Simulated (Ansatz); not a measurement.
# Quasi-harmonic thermodynamics of GaAs (F-43m)

How much does GaAs expand with temperature?

What experiment has found for this phase:
- volume expansion coefficient 16.2 1e-6/K, heat capacity C_P per formula unit 46.8 J/mol/K and bulk modulus 74.8 GPa near room temperature (given in “High-Throughput Prediction of Finite-Temperature Properties using the Quasi-Harmonic Approximation”, 2016, arXiv:1603.06924)

Calculated with Ansatz 0.2.0; DFT LDA, scalar-relativistic, plane waves, PAW.

## Step 1: The structure

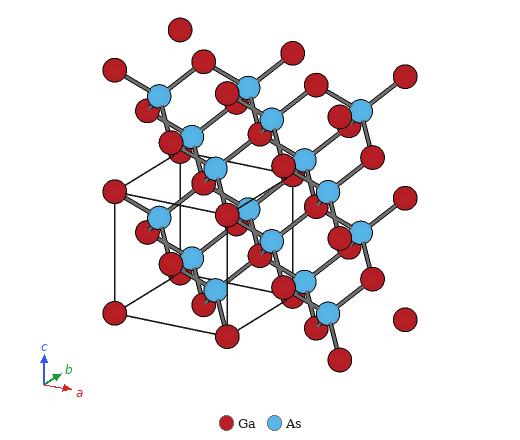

The starting structure, seen from a free direction (gallium red, arsenic blue). 2×1×2 cells are drawn. This picture shows the conventional cell, with its axes. Bonds to atoms that aren't drawn are left out. Some periodic images of atoms are drawn too.

## Step 2: Probe on a coarse mesh

A cheap single point shows whether the cell is a metal or an insulator and how far it is from rest; that sets the k-mesh and the occupations of what follows.

Contents of input.yaml:

```yaml
crystal:
  lattice:
    - [0.0, 2.82685, 2.82685]
    - [2.82685, 0.0, 2.82685]
    - [2.82685, 2.82685, 0.0]
  atoms:
    - { symbol: Ga, position: [0.0, 0.0, 0.0] }
    - { symbol: As, position: [0.25, 0.25, 0.25] }
kpoints:
  mp_grid: { grid: [6, 6, 6] }
hamiltonian:
  xc: lda
scf:
  occupations: { method: gaussian, width: 0.1 }
  lower_state_search: "off"
output:
  forces: true
  stress: true
  eigenvalues: true
```

On the command line:

```
$ ansatz run input.yaml --threads 8 --pin off --max-ram 16384MiB --backend cpu --events-out ev --progress --plain --runs-dir out
```

Numbers of over 12 decimals in the logs are rounded to 6 here.

The program printed:

```text
Engine: ansatz 0.2.0, aarch64-unknown-linux-gnu
Pseudopotentials: kind: paw
Pseudopotential: Ga, paw, valence charge 13, recommended cutoff 420 eV (normal), Ga.paw.azcp
Pseudopotential: As, paw, valence charge 15, recommended cutoff 420 eV (normal), As.paw.azcp
Functional definition: SPW92
  exchange = slater_x
  correlation = pw_c
Crystal: 2 atoms, lattice volume = 45.179 Å³
Basis set: ecut = 420 eV, 893 PW (Γ)
Bands: 18, of which v1, the nominal top of the filled ones, is band 14 counted from 1 (13 counted from 0)
Symmetry: 24 space group operations
Space group: F-43m (ITA 216), of the structure as read, at distance tolerance 3.6e-5 Å
k-points: 16 of 216 (time reversal used)
Non-local potential: Ga, projectors of the file, l = 0: 2, l = 1: 2, l = 2: 3, l = 3: 1
Non-local potential: As, projectors of the file, l = 0: 2, l = 1: 2, l = 2: 3, l = 3: 1
PAW form: soft (Blöchl's): semilocal exchange-correlation on the pseudo side does not see the compensation charge
PAW frozen core: Ga, regenerated for the run's functional, and the local potential with it (the file was generated under x = pbe(κ = 0.804, μ = 0.219515), c = pbe(β = 0.066725))
PAW frozen core: As, regenerated for the run's functional, and the local potential with it (the file was generated under x = pbe(κ = 0.804, μ = 0.219515), c = pbe(β = 0.066725))
PAW one-centre angular grid: Ga, 590 points (default); XC on 64 Gauss nodes
PAW one-centre angular grid: As, 590 points (default); XC on 64 Gauss nodes
Initial density: superposition of atomic densities (neutral atoms: chi_scale 0, normalization atom), corrected by the library's trained network
Initial wavefunctions: pseudopotential atomic-orbital guess
Functional: x = slater, c = lda
SCF iter   1: F=—  HF=-8481.265392 eV  |F-HF|=—  |Δ(HF+E_count)|=         —  Δρ=4.66e-3  dr2=6.02e-3  ethr=1.77e-3  ⟨swp⟩=5.2  Hψ=1342  notcnv=0
preconditioner: auto → none  [insulator: Δε(μ)=0.256 eV  Ē_g=15.464 eV  σ=0.100 eV  W_gap=0.92  n_scr=14 (ndim 8)  ℏωp=23.4 eV  f_vac=0.086  D(μ)=0.03/eV (n_scr^D=0)  ε∞_Penn≈3.3]
SCF iter   2: F=—  HF=-8481.262737 eV  |F-HF|=—  |Δ(HF+E_count)|=   2.65e-3  Δρ=2.35e-3  dr2=9.40e-4  ethr=2.15e-5  ⟨swp⟩=2.3  Hψ=630  notcnv=0
SCF iter   3: F=—  HF=-8481.262683 eV  |F-HF|=—  |Δ(HF+E_count)|=   5.34e-5  Δρ=6.31e-4  dr2=1.77e-4  ethr=3.36e-6  ⟨swp⟩=2.0  Hψ=426  notcnv=0
SCF iter   4: F=—  HF=-8481.262602 eV  |F-HF|=—  |Δ(HF+E_count)|=   8.10e-5  Δρ=2.31e-4  dr2=1.06e-5  ethr=6.33e-7  ⟨swp⟩=2.0  Hψ=430  notcnv=0
SCF iter   5: F=—  HF=-8481.262608 eV  |F-HF|=—  |Δ(HF+E_count)|=   5.87e-6  Δρ=1.51e-5  dr2=1.01e-7  ethr=3.77e-8  ⟨swp⟩=2.0  Hψ=368  notcnv=0
SCF iter   6: F=-8481.262608 eV  HF=-8481.262608 eV  |F-HF|=2.78e-9  |Δ(HF+E_count)|=   1.48e-8  Δρ=3.56e-6  dr2=3.05e-9  ethr=3.57e-10  ⟨swp⟩=4.8  Hψ=1157  notcnv=0
SCF 1 converged in 6 iterations: F = -8481.262608 eV  dr2 = 3.05e-9
  greatest PAW one-centre occupation: 0.999 electrons in one spin orbital (limit 2), on the As atom at site 1 (counted from 0), in its partial waves of l = 2
SCF converged after 6 iterations
Free energy (F): -8481.262608 eV
Harris-Foulkes:  -8481.262608 eV  (|F-HF|=2.78e-9)
Internal energy: -8481.262483 eV  (E = F + TS)
E sigma→0 (E₀):  -8481.262546 eV
Entropy (-TS):   -0.000125 eV (-0.062 meV/atom)
Fermi energy:    8.036151 eV
--- Per-component energies (eV) ---
  E_band       = -323.586376
  E_kinetic    = 220.254257
  E_local      = -3927.327366  (includes V_loc(G=0)·N_el)
  E_nonlocal   = -238.474473
  E_hartree    = 1973.998503
  E_xc         = -147.866394
  E_vxc        = -138.330442  (∫ρ·V_xc dr)
  E_paw        = -3666.922789  (= ΣΔE_a)
  E_vpaw       = -187.705536  (= ΣTr[D̂ρ^β])
  E_aug_tail   = -0.000146  (compensation charges beyond the density's cutoff)
  E_ewald      = -2698.727786
  E_core_change = 3.803710  (= ΣΔE_core)
  E_smearing   = -0.000125  (= −TS)
  E_closure    = -0.000000  (closes the sum)
  Σ components = -8481.262608   (vs F -8481.262608, Δ=0.00e0)
--- Forces (eV/Å), atoms counted from 1 ---
  atom   1  Ga     0.00000000    -0.00000000    -0.00000000
  atom   2  As    -0.00000000    -0.00000000     0.00000000
  max |Σ_I F_I| component: 2.57e-16 eV/Å
--- Stress (GPa, compression-positive) ---
       -1.918356       0.000000      -0.000000
        0.000000      -1.918356       0.000000
       -0.000000       0.000000      -1.918356
  P = ⅓ Tr σ = -1.9184 GPa (-19.184 kbar)
--- Band table (eV; the first three rows and the last of 16) ---
  k-point 0: bands = [... 10 lower, -4.9044, 7.8797, 7.8797, 7.8797, 8.1597, 11.5588, 11.5588, 11.5588]
  k-point 1: bands = [... 10 lower, -4.5851, 5.0947, 7.4968, 7.4968, 9.3597, 12.1060, 12.1060, 12.4479]
  k-point 2: bands = [... 10 lower, -3.7606, 2.4399, 6.9495, 6.9495, 8.9393, 12.5264, 12.5265, 14.9652]
  k-point 15: bands = [... 10 lower, -2.3681, 1.1352, 4.5136, 4.6546, 11.0504, 11.2398, 14.8856, 15.1926]
```

Run time: 0.34 s. Hardware: 8 threads of Arm Neoverse V2, shared host; peak memory 0.33 GiB.

The column dr2 measures how far the density is from self-consistency, as an energy; F and HF (Harris–Foulkes) agree once it is small.

Numbers from this step:

```
pressure          : -1.918 GPa
volume per atom   : 22.59 Å³/atom
gap on the k-mesh : 0.2800 eV
```

The start is under -1.9 GPa at this level and looks like an insulator or semiconductor on this mesh.

## Step 3: Relaxation

Phonons are second derivatives about a minimum, so cell and atoms are relaxed first, inside the symmetry of the start.

input.yaml, the sections that differ from step 2:

```yaml
kpoints:
  mp_grid: { grid: [12, 12, 12] }
scf:
  occupations: { method: gaussian, width: 0.01 }
  lower_state_search: "off"
relax:
  adjacent_minimum: "off"
  f_tol: 0.005
  max_steps: 80
  cell: { stress_tol: 0.05 }
# crystal, hamiltonian, output: as in step 2
```

The program printed:

```text
[...]
Crystal: 2 atoms, lattice volume = 45.179 Å³
Basis set: ecut = 420 eV, 893 PW (Γ)
Bands: 18, of which v1, the nominal top of the filled ones, is band 14 counted from 1 (13 counted from 0)
Symmetry: 24 space group operations
[...]
k-points: 72 of 1728 (time reversal used)
[...]
SCF iter   1: F=—  HF=-8481.293475 eV  |F-HF|=—  |Δ(HF+E_count)|=         —  Δρ=5.25e-3  dr2=8.39e-3  ethr=1.77e-3  ⟨swp⟩=6.0  Hψ=6090  notcnv=0
[...]
SCF iter   6: F=-8481.290361 eV  HF=-8481.290361 eV  |F-HF|=4.07e-9  |Δ(HF+E_count)|=  3.02e-10  Δρ=4.45e-6  dr2=4.49e-9  ethr=3.52e-10  ⟨swp⟩=2.9  Hψ=4815  notcnv=0
SCF 1 converged in 6 iterations: F = -8481.290361 eV  dr2 = 4.49e-9
[...]
relax step   1: F+E_penalty+E_count = -8481.29036125 eV  Δ(F+E_penalty+E_count) = +0.000e0 eV  max|allowed force component| = 1.018e-16 eV/Å  Δτ_max = 0.0000 Å  P = -1.877 GPa  Ω = 45.179 Å³  (6 SCF iters, dr2 threshold 1.00e-7 eV, accepted)
Crystal: 2 atoms, lattice volume = 44.191 Å³
Basis set: ecut = 420 eV, 869 PW (Γ)
[...]
iter 1 solved again at ethr=1.88e-6 eV; its pass at ethr=3.10e-3 eV (dr2=5.26e-4 eV) is discarded
[...]
SCF iter   5: F=-8481.297507 eV  HF=-8481.297507 eV  |F-HF|=5.91e-8  |Δ(HF+E_count)|=   1.03e-8  Δρ=9.59e-6  dr2=3.04e-8  ethr=7.14e-10  ⟨swp⟩=5.0  Hψ=5691  notcnv=0
SCF 2 converged in 5 iterations: F = -8481.297507 eV  dr2 = 3.04e-8
relax step   2: F+E_penalty+E_count = -8481.29750656 eV  Δ(F+E_penalty+E_count) = -7.145e-3 eV  max|allowed force component| = 3.527e-17 eV/Å  Δτ_max = 0.0000 Å  P = -0.351 GPa  Ω = 44.191 Å³  energy of the carried Pulay correction = +1.785e-4 eV  (5 SCF iters, dr2 threshold 2.00e-7 eV, accepted)
Crystal: 2 atoms, lattice volume = 43.970 Å³
[...]
SCF iter   4: F=-8481.297779 eV  HF=-8481.297779 eV  |F-HF|=8.64e-9  |Δ(HF+E_count)|=   1.52e-7  Δρ=8.36e-6  dr2=1.38e-8  ethr=7.14e-10  ⟨swp⟩=5.0  Hψ=5956  notcnv=0
SCF 3 converged in 4 iterations: F = -8481.297779 eV  dr2 = 1.38e-8
relax step   3: F+E_penalty+E_count = -8481.29777892 eV  Δ(F+E_penalty+E_count) = -2.724e-4 eV  max|allowed force component| = 4.568e-17 eV/Å  Δτ_max = 0.0000 Å  P = +0.018 GPa  Ω = 43.970 Å³  energy of the carried Pulay correction = +2.190e-4 eV  (4 SCF iters, dr2 threshold 2.00e-7 eV, accepted)
[...]
SCF iter   1: F=—  HF=-8481.297564 eV  |F-HF|=—  |Δ(HF+E_count)|=         —  Δρ=2.12e-5  dr2=6.88e-8  ethr=3.07e-7  ⟨swp⟩=2.9  Hψ=9167  notcnv=0
eigensolver tolerance schedule: the retry pair's looser diagonalisation over-reported the residual by 1247.82 of it (diagonalisation noise at 0.14 of the residual, at the tolerance the schedule requests for it); recorded, not acted on — ethr = c·dr2/N_el stays at c = 1.0e-1
[...]
SCF iter   2: F=—  HF=-8481.297563 eV  |F-HF|=—  |Δ(HF+E_count)|=   1.51e-6  Δρ=1.77e-5  dr2=6.53e-8  ethr=2.46e-10  ⟨swp⟩=2.1  Hψ=2346  notcnv=0
[...]
SCF iter   6: F=-8481.297563 eV  HF=-8481.297563 eV  |F-HF|=3.64e-12  |Δ(HF+E_count)|=  1.82e-12  Δρ=6.12e-8  dr2=5.76e-13  ethr=1.00e-12  ⟨swp⟩=5.0  Hψ=5501  notcnv=0
SCF 4 converged in 6 iterations: F = -8481.297563 eV  dr2 = 5.76e-13
relax step   4: F+E_penalty+E_count = -8481.29756294 eV  Δ(F+E_penalty+E_count) = +2.160e-4 eV  max|allowed force component| = 5.146e-17 eV/Å  Δτ_max = 0.0000 Å  P = +0.017 GPa  Ω = 43.970 Å³  stress off target by 1.73e-2 GPa  SCF on the basis re-selected at this cell (its energy is not comparable with the rows above)  (6 SCF iters)
basis re-selected at this cell: Δ(F+E_penalty+E_count) = +2.160e-4 eV, ΔP = -0.001 GPa vs the last step (what re-selecting the basis moved, of the pressure what is left beyond the Pulay correction that the steps carried, after the strain that the cell walked since its last selection, with what the two solves' SCF thresholds leave and, on support functions, any second-order correction that the steps lacked; it is no m [...]
SCF converged after 6 iterations
Free energy (F): -8481.297563 eV
[...]
Internal energy: -8481.297563 eV  (E = F + TS)
E sigma→0 (E₀):  -8481.297563 eV
Fermi energy:    8.486661 eV
[...]
--- Stress (GPa, compression-positive) ---
        0.017272      -0.000000      -0.000000
       -0.000000       0.017272       0.000000
        0.000000       0.000000       0.017272
  P = ⅓ Tr σ = 0.0173 GPa (0.173 kbar)
--- Band table (eV; the first three rows and the last of 72) ---
  k-point 0: bands = [... 10 lower, -4.7379, 8.2423, 8.2423, 8.2423, 8.7308, 11.9378, 11.9378, 11.9378]
  k-point 1: bands = [... 10 lower, -4.6528, 6.9893, 8.1229, 8.1229, 9.5894, 12.0918, 12.1129, 12.1129]
  k-point 2: bands = [... 10 lower, -4.4053, 5.4536, 7.8440, 7.8440, 9.8389, 12.5023, 12.5023, 12.9032]
  k-point 71: bands = [... 10 lower, -2.0625, 1.4400, 4.5583, 4.7491, 12.8959, 12.9051, 13.6316, 14.2113]
--- Relaxed structure (3 steps of the walk, 3 accepted, 1 SCFs on fresh bases) ---
  F+E_penalty+E_count = -8481.29756294 eV   max|allowed force component| = 5.146e-17 eV/Å   (the final SCF, on the basis selected at the relaxed cell)
  cell:  # Å, volume = 43.9700 Å³
    - [0, 2.801402, 2.801402]
    - [2.801402, 0, 2.801402]
    - [2.801402, 2.801402, 0]
  atoms:
    - { symbol: Ga, position: [0, 0, 0] }
    - { symbol: As, position: [0.25, 0.25, 0.25] }
```

Run time: 3 s. Hardware: 8 threads; peak memory 0.46 GiB; 20 s of CPU time.

The steps of the relaxation:

| step | energy less that of the first step (eV) | largest force component (eV/Å) | pressure (GPa) | volume (Å³) |
| --- | --- | --- | --- | --- |
| 1 | 0.0000 | 0.0000 | -1.88 | 45.18 |
| 2 | -0.0071 | 0.0000 | -0.35 | 44.19 |
| 3 | -0.0074 | 0.0000 | 0.02 | 43.97 |
| 4* | -0.0072 | 0.0000 | 0.02 | 43.97 |

Relaxation steps marked * repeat the geometry before them on a plane-wave basis chosen anew for their cell, so energy and pressure can jump there.

The run keeps the 24 symmetry operations that it works with, so distortions that break them were not tested.

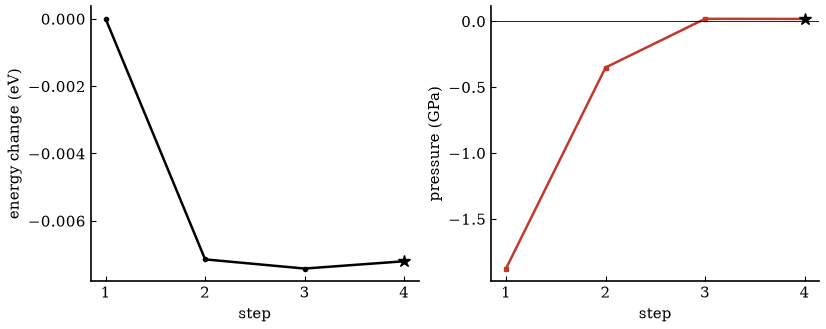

Energy and pressure along the relaxation. Stars mark steps on a basis chosen anew.

| conventional cell, symmetrised | before | after | change |
| --- | --- | --- | --- |
| a (Å) | 5.654 | 5.603 | -0.9 % |
| b (Å) | 5.654 | 5.603 | -0.9 % |
| c (Å) | 5.654 | 5.603 | -0.9 % |
| volume (Å³/atom) | 22.59 | 21.98 | -2.7 % |

The relaxed structure:

```xyz
2
Lattice="0.0000 2.8014 2.8014 2.8014 0.0000 2.8014 2.8014 2.8014 0.0000" Properties=species:S:1:pos:R:3 pbc="T T T"
Ga    0.0000    0.0000    0.0000
As    1.4007    1.4007    1.4007
```

Numbers from this step:

```
pressure          : 0.01727 GPa
gap on the k-mesh : 0.4886 eV
volume per atom   : 21.98 Å³/atom
```

The relaxation ends with a pressure of 0.02 GPa.

## Step 4: Relaxing to small residual forces and stress

The thresholds are tightened for a last relaxation ahead of the phonons, and where mesh or smearing change with them the cell follows.

input.yaml, the sections that differ from step 3:

```yaml
crystal:
  lattice:
    - [0.0, 2.8014019407, 2.8014019407]
    - [2.8014019407, 0.0, 2.8014019407]
    - [2.8014019407, 2.8014019407, 0.0]
  atoms:
    - { symbol: Ga, position: [0.0, 0.0, 0.0] }
    - { symbol: As, position: [0.25, 0.25, 0.25] }
scf:
  occupations: { method: fixed }
  lower_state_search: "off"
relax:
  adjacent_minimum: "off"
  f_tol: 0.001
  max_steps: 60
  cell: { stress_tol: 0.01 }
# kpoints, hamiltonian, output: as in step 3
```

The program printed:

```text
[...]
Crystal: 2 atoms, lattice volume = 43.970 Å³
Basis set: ecut = 420 eV, 869 PW (Γ)
Bands: 18, of which v1, the nominal top of the filled ones, is band 14 counted from 1 (13 counted from 0)
Symmetry: 24 space group operations
[...]
k-points: 72 of 1728 (time reversal used)
[...]
k-point 71: bands = [... 10 lower, -2.0646, 1.4382, 4.5567, 4.7474, 12.8932, 12.9016, 13.6284, 14.2086]
--- Relaxed structure (2 steps of the walk, 2 accepted, 1 SCFs on fresh bases) ---
[...]
cell:  # Å, volume = 43.9781 Å³
    - [0, 2.801575, 2.801575]
    - [2.801575, 0, 2.801575]
    - [2.801575, 2.801575, 0]
  atoms:
    - { symbol: Ga, position: [0, 0, 0] }
    - { symbol: As, position: [0.250000, 0.250000, 0.250000] }
[key lines of the parts left out:]
SCF converged after 6 iterations
Free energy (F): -8481.297562 eV
Fermi energy:    8.239670 eV
P = ⅓ Tr σ = 0.0036 GPa (0.036 kbar)
```

Wall time 2.2 s (8 threads); peak memory 0.44 GiB; 14 s of CPU time.

Little changed from the start: no atom moved by 0.005 Å and no cell edge by 0.1 %.

This step gave:

```
pressure          : 0.003571 GPa
gap on the k-mesh : 0.4872 eV
volume per atom   : 21.99 Å³/atom
```

The residual pressure is 0.0036 GPa, small enough for phonons.

[end of part 1 of 4]

[Logs are printed without paths, hosts, clocks, repeated set-up lines and the standing remarks that a program may print on its own settings, such as how far it seeks lower states.]

[Hosts, paths, dates, database ids (printed as entryN), source tags and the programs' standing remarks are cut or masked in the printed files.]

[A step with changed settings may run another functional than the one named; its input shows which.]
